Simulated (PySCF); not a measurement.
NaAl

```xyz
2

Na    0.0000    0.0000   -1.7105
Al    0.0000    0.0000    1.4575
```

These are results of PBE0/aug-pcseg-1, non-relativistic, at a bond length of 3.168 Å in PySCF 2.14.0, not measurements.

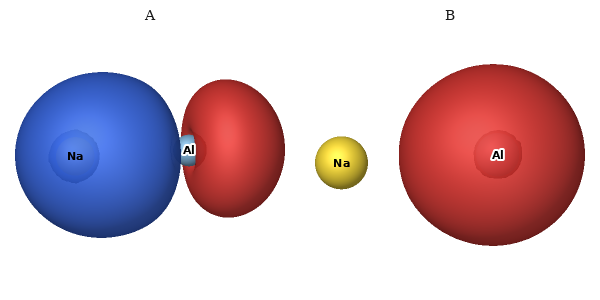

Figure 1. Two frontier orbitals, each drawn at the value that holds 80 % of its norm (red and blue are the two phases), in no order; of a degenerate pair one member is drawn.

Question: Name the orbitals and rank them from lowest to highest energy.

Answer: Orbital B: σ, occupied, −8.30 eV; mainly on Al (95 %).
Orbital A: σ, occupied, −3.56 eV; shared between the atoms (Na 40 %, Al 60 %).

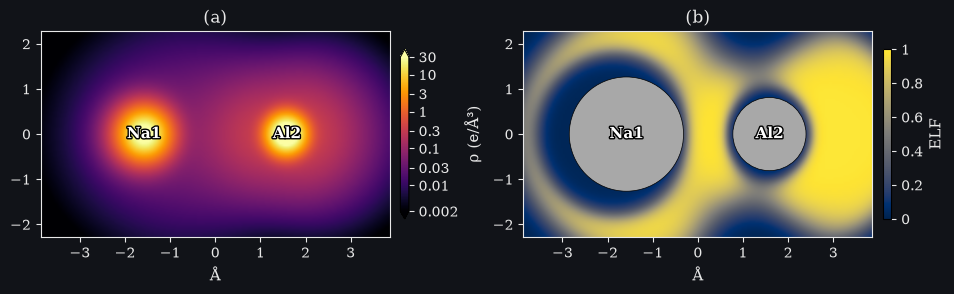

Figure 2. (a) electron density; (b) ELF on a plane that holds the molecular axis. Grey discs cover the atomic cores in the ELF map.

Question: Describe what can be read from this map.

Answer:
- The plane passes through Na and Al nuclei.
- Na–Al (3.17 Å): ρ is about 0.13 e/Å³ halfway; the ELF peaks at about 1 in the valence shell of Al, 1.3 Å from its nucleus, and is about 0.95 at the midpoint.

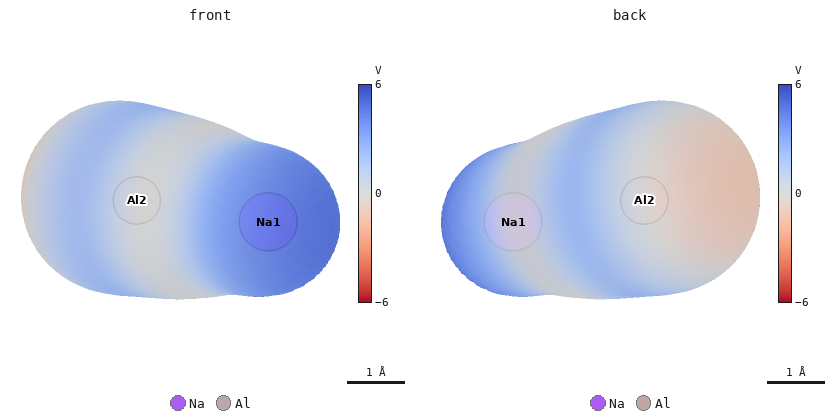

Figure 3. The molecular electrostatic potential painted on the density surface at 0.004 e/bohr³, seen from the front and from behind; the colour scale runs from red (negative) to blue (positive).

Question: Which sites attract a positive test charge, and which a negative one?

Answer: A positive charge is drawn to the negative regions and a negative charge to the positive ones. The most negative region (about −1.3 V, or −30 kcal/mol for a unit charge) lies over Al2, the most positive (about +5.0 V, or +115 kcal/mol for a unit charge) over Na1.
